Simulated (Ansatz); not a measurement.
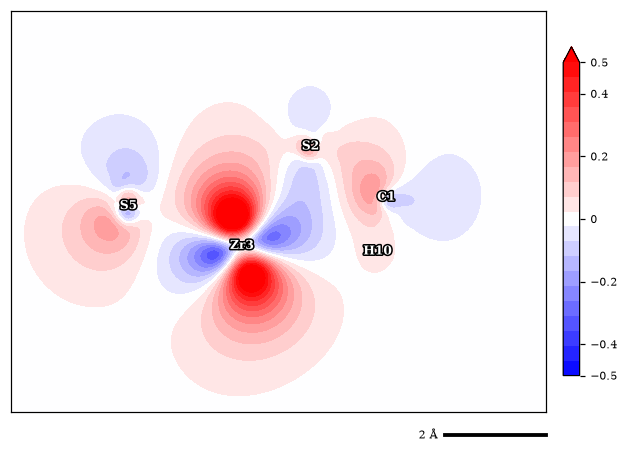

C$_{3}$H$_{9}$ClS$_{3}$Zr. One frontier orbital on the plane of atoms S2, Zr3 and S5 (values in Å⁻³ᐟ²; the overall sign is arbitrary).

Geometry: PBE0-D4/def2-TZVP; core potentials replace the inner electrons of Zr.

Computed with RKS PBE0-D4/def2-TZVPP in Ansatz.

The calculation's input:

```
crystal:
  periodic: [false, false, false]
  atoms:
    - {symbol: C, position_ang: [-2.076718, -0.687773, 1.275222]}
    - {symbol: S, position_ang: [-1.543893, -0.493425, -0.461668]}
    - {symbol: Zr, position_ang: [0.452163, 0.657075, 0.243943]}
    - {symbol: Cl, position_ang: [-0.004316, 2.457672, 1.701218]}
    - {symbol: S, position_ang: [1.527668, 1.352785, -1.775420]}
    - {symbol: C, position_ang: [0.177860, 2.542232, -2.089463]}
    - {symbol: S, position_ang: [1.927853, -0.927665, 1.299628]}
    - {symbol: C, position_ang: [1.639363, -2.522833, 0.464307]}
    - {symbol: H, position_ang: [-2.968099, -0.087489, 1.448653]}
    - {symbol: H, position_ang: [-1.314003, -0.381531, 2.001760]}
    - {symbol: H, position_ang: [-2.292438, -1.740221, 1.454436]}
    - {symbol: H, position_ang: [-0.256851, 2.326296, -3.064201]}
    - {symbol: H, position_ang: [0.582347, 3.552796, -2.069885]}
    - {symbol: H, position_ang: [-0.633897, 2.489596, -1.351822]}
    - {symbol: H, position_ang: [2.498364, -2.741178, -0.168476]}
    - {symbol: H, position_ang: [0.734167, -2.505298, -0.140025]}
    - {symbol: H, position_ang: [1.550430, -3.291049, 1.231794]}
basis:
  gaussian: {orbitals: def2-TZVPP}
hamiltonian: {xc: pbe0, dispersion: d4}
output: {orbitals: {seedname: orbitals}}
```

Command:

```sh
ansatz run in.yaml --threads 4 --pin off --events-out ev --progress --plain --max-ram 46080MiB --backend cuda --devices 0, --max-vram 37GiB
```

Which orbital is it: HOMO or LUMO?

The LUMO, at −2.14 eV. It lies mainly on Zr3 (about 60 %), S7 (about 10 %), S5 (about 10 %) and Cl4 (about 5 %).
